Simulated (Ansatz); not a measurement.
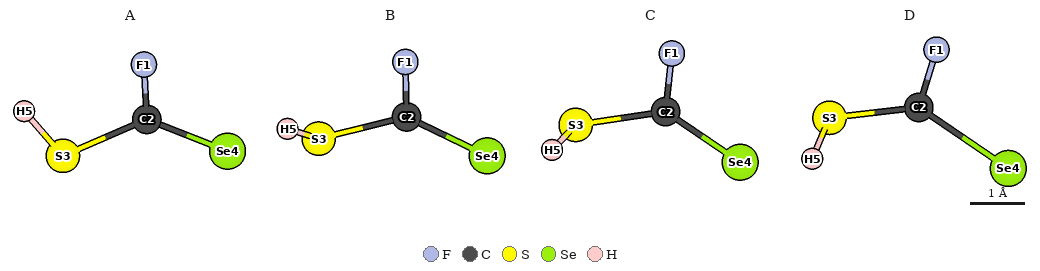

4 geometries from one relaxation of CHFSSe, in shuffled order. The picture is a ball-and-stick view, seen at a tilt.

The run prepares an end point of a later path (torsion) calculation, from a guessed geometry.

All numbers below come from RKS revPBE/def2-SVP in Ansatz 0.2.0. (no spin polarisation; force threshold 0.015 eV/Å; at most 40 steps)

Order the frames from highest to lowest energy.

D, C, B, A. They are steps 0, 4, 7, 11, at +31.9 kcal/mol, +8.98 kcal/mol, +4.07 kcal/mol relative to the last. The energy falls by 31.9 kcal/mol in 10 accepted moves (11 points after the start). The largest force component goes from 4 to 0.0097 eV/Å. The line search rejected the trial step at point 2 of the run. The largest move after the best rigid fit is that of H5, 0.92 Å. By element the largest moves are H 0.92 Å, S 0.78 Å, Se 0.41 Å, F 0.40 Å, C 0.27 Å. Some distances before and after: S3–Se4 3.498 → 3.119 Å, C2–Se4 2.079 → 1.779 Å, S3–H5 1.392 → 1.370 Å, F1–C2 1.359 → 1.348 Å. Among the angles between lasting bonds that change: F1–C2–Se4 110.5° → 123.1°, S3–C2–Se4 131.1° → 123.8°, F1–C2–S3 118.3° → 113.1°. Groups turn about C2–S3 by about 90°. Cost: 36 s on 1 thread of Intel(R) Xeon(R) Platinum 8259CL CPU @ 2.50GHz (Skylake/Cascade Lake) (shared host), peak memory 0.16 GiB.
